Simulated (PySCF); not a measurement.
# PH2F (phosphinous fluoride(8ci,9ci)): PBE0/STO-3G

What is the energy change on altering one bond length of PH2F (phosphinous fluoride(8ci,9ci)) at PBE0/STO-3G? The job is set up through a Python script.

The calculation is run with PySCF 2.14.0.

10 further runs of the same task are left out: 1 that didn't finish, 9 set aside as unsound or not needed.

## (1) The system as given

The species is PH2F (4 atoms), meant as a singlet with charge 0. SMILES: `FP`. The coordinates come from a GFN2-xTB relaxation.

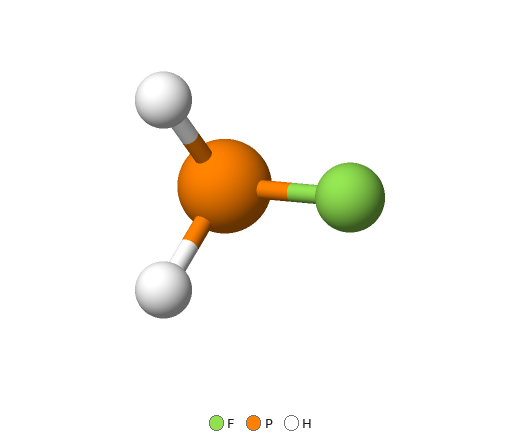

Viewed from a chosen angle; fluorine green, phosphorus orange, hydrogen white.

## (2) A single-point energy at PBE0/STO-3G

run.py

```python
from pyscf import gto, dft

mol = gto.M(
    atom='F 1.160540 0.668850 -0.222660; P -0.072030 -0.369080 -0.479670; H -1.053910 0.574260 -0.129560; H -0.034600 -0.874030 0.831900',
    verbose=4,
    charge=0,
    spin=0,
    basis='sto-3g',
    max_memory=1860,
)

ks = dft.RKS(mol, xc='pbe0')
ks.conv_tol = 1e-10
ks.grids.level = 5
ks.kernel()
if not ks.converged:
    ks = ks.newton().run(ks.mo_coeff, ks.mo_occ)

e_tot = ks.e_tot
print('E(%s) = %.9f' % ('PBE0', e_tot))
```

Started as:

```console
$ OMP_NUM_THREADS=1 python run.py
```

What it wrote:

```text
PySCF version 2.14.0

[INPUT] num. atoms = 4
[INPUT] num. electrons = 26
[INPUT] charge = 0
[INPUT] spin (= nelec alpha-beta = 2S) = 0
[INPUT] symmetry False subgroup None
[INPUT] Mole.unit = angstrom
[INPUT] Symbol           X                Y                Z      unit          X                Y                Z       unit  Magmom
[INPUT]  1 F      1.160540000000   0.668850000000  -0.222660000000 AA    2.193102756603   1.263943318415  -0.420766418896 Bohr   0.0
[INPUT]  2 P     -0.072030000000  -0.369080000000  -0.479670000000 AA   -0.136116972752  -0.697460118054  -0.906444930170 Bohr   0.0
[INPUT]  3 H     -1.053910000000   0.574260000000  -0.129560000000 AA   -1.991601259940   1.085194124293  -0.244832916699 Bohr   0.0
[INPUT]  4 H     -0.034600000000  -0.874030000000   0.831900000000 AA   -0.065384523910  -1.651677324654   1.572063163026 Bohr   0.0

nuclear repulsion = 59.6290175704312
number of shells = 10
number of NR pGTOs = 48
number of NR cGTOs = 16
basis = sto-3g
ecp = {}

******** <class 'pyscf.dft.rks.RKS'> ********
method = RKS
initial guess = minao
damping factor = 0
level_shift factor = 0
DIIS = <class 'pyscf.scf.diis.CDIIS'>
diis_start_cycle = 1
diis_space = 8
diis_damp = 0
SCF conv_tol = 1e-10
SCF conv_tol_grad = None
SCF max_cycles = 50
direct_scf = True
direct_scf_tol = 1e-13
XC library pyscf.dft.libxc version 7.0.0
    S. Lehtola, C. Steigemann, M. J.T. Oliveira, and M. A.L. Marques.,  SoftwareX 7, 1–5 (2018)
XC functionals = pbe0
radial grids:
    Treutler-Ahlrichs [JCP 102, 346 (1995); DOI:10.1063/1.469408] (M4) radial grids

becke partition: Becke, JCP 88, 2547 (1988); DOI:10.1063/1.454033
pruning grids: <function nwchem_prune>
grids dens level: 5
symmetrized grids: False
atomic radii adjust function: <function treutler_atomic_radii_adjust>
small_rho_cutoff = 0
Set gradient conv threshold to 1e-05
Initial guess from minao.
tot grids = 134552
init E= -436.676712696741
  HOMO = -0.260849755160896  LUMO = 0.0716588794620345  gap/eV = 9.04802
cycle= 1 E= -436.77824744862  delta_E= -0.102  |g|= 0.333  |ddm|= 2.26
  HOMO = -0.0235571086670329  LUMO = 0.243163268869836  gap/eV = 7.25783
cycle= 2 E= -436.756543396701  delta_E= 0.0217  |g|= 0.46  |ddm|= 1.42
  HOMO = -0.142505584454531  LUMO = 0.222212924619669  gap/eV = 9.92450
cycle= 3 E= -436.837236785576  delta_E= -0.0807  |g|= 0.0136  |ddm|= 0.74
  HOMO = -0.147750363564833  LUMO = 0.221799323860893  gap/eV = 10.05596
cycle= 4 E= -436.837328027663  delta_E= -9.12e-05  |g|= 0.000753  |ddm|= 0.0317
  HOMO = -0.147472643527009  LUMO = 0.222055058345562  gap/eV = 10.05536
cycle= 5 E= -436.837328345932  delta_E= -3.18e-07  |g|= 0.000273  |ddm|= 0.00211
  HOMO = -0.147518261194557  LUMO = 0.22198000208803  gap/eV = 10.05456
cycle= 6 E= -436.8373283822  delta_E= -3.63e-08  |g|= 4.52e-05  |ddm|= 0.000662
  HOMO = -0.147503412925773  LUMO = 0.221986944372324  gap/eV = 10.05434
cycle= 7 E= -436.837328383325  delta_E= -1.13e-09  |g|= 2.11e-06  |ddm|= 0.000106
  HOMO = -0.14750351557541  LUMO = 0.221986813985148  gap/eV = 10.05434
cycle= 8 E= -436.837328383328  delta_E= -3.07e-12  |g|= 2.8e-07  |ddm|= 6.77e-06
  HOMO = -0.147503598244341  LUMO = 0.221986814536602  gap/eV = 10.05435
Extra cycle  E= -436.837328383329  delta_E= -2.27e-13  |g|= 2.43e-07  |ddm|= 1.22e-06
converged SCF energy = -436.837328383329
E(PBE0) = -436.837328383
```

It took 1.7 s on 1 thread of Arm Neoverse V2, shared host; peak memory 0.18 GiB.

## (3) The distorted shape at the same level

input.py

```python
from pyscf import gto, dft

system = gto.M(
    atom=[
    ('F', (1.776815, 1.187807, -0.094157)),
    ('P', (-0.072030, -0.369080, -0.479670)),
    ('H', (-1.053910, 0.574260, -0.129560)),
    ('H', (-0.034600, -0.874030, 0.831900)),
],
    max_memory=1860,
    verbose=3,
    basis='sto-3g',
    charge=0,
)

mf = dft.RKS(system, xc='pbe0')
mf.grids.level = 5
mf.conv_tol = 1e-10
mf.kernel()
if not mf.converged:
    mf = mf.newton().run(mf.mo_coeff, mf.mo_occ)

energy = mf.e_tot
print('E(%s) = %.9f' % ('PBE0', energy))
```

Started as:

```console
$ OMP_NUM_THREADS=1 python input.py
```

What it wrote:

```text
converged SCF energy = -436.70421333201
E(PBE0) = -436.704213332
```

Run time: 2.3 s. Hardware: 1 thread of Arm Neoverse V2, shared host; peak memory 0.18 GiB.

## (4) What came out

Level: PBE0/STO-3G.

| quantity | value |
| --- | --- |
| first shape: total energy | -436.83733 Eh |
| first shape: dipole moment | 0.74 D |
| first shape: HOMO energy | -4.01 eV |
| first shape: LUMO energy | 6.04 eV |
| first shape: HOMO–LUMO gap | 10.05 eV |
| distorted shape: total energy | -436.70421 Eh |
| distorted shape: dipole moment | 1.62 D |
| distorted shape: HOMO energy | -3.90 eV |
| distorted shape: LUMO energy | 0.18 eV |
| distorted shape: HOMO–LUMO gap | 4.08 eV |
| energy change with the F1–P2 bond stretched from 1.632 to 2.448 Å | 3.622 eV |

In words: With the F1–P2 bond stretched from 1.632 to 2.448 Å the energy rises by 3.62 eV (84 kcal/mol). The first shape isn't relaxed at this level, so the change isn't measured from a minimum. The minimal basis adds a large error of its own.
